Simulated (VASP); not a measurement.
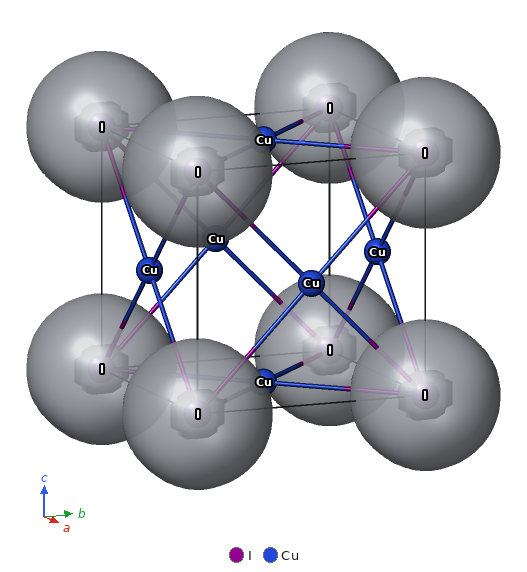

Figure 1: Cu$_{3}$I. Isosurface of the electron localisation function at 0.65 (grey), seen slightly off an axis. Only the valence region is drawn (cores and ρ < 0.01 e/Å³ removed). Sticks mark near contacts.

Space group Pm-3m; a generated structure, not necessarily the stable one; computed pressure about −5 GPa in this cell.

All numbers below come from Kohn-Sham DFT of a periodic cell, PBE, VASP PAW PBE potentials, recommended (VASP).

Core electrons are frozen (PAW), and the valence fields are smoothed inside the atomic spheres.

**What do the ELF domains correspond to?**

The surface consists of one region wrapped around I (its valence shell), counted in one cell of 4 atoms. Any copies at cell faces, edges or corners count once. Profiles from the grid: Cu–I (2.96 Å): the ELF is about 0.35 at the midpoint and 0.15 at its lowest between the atoms.
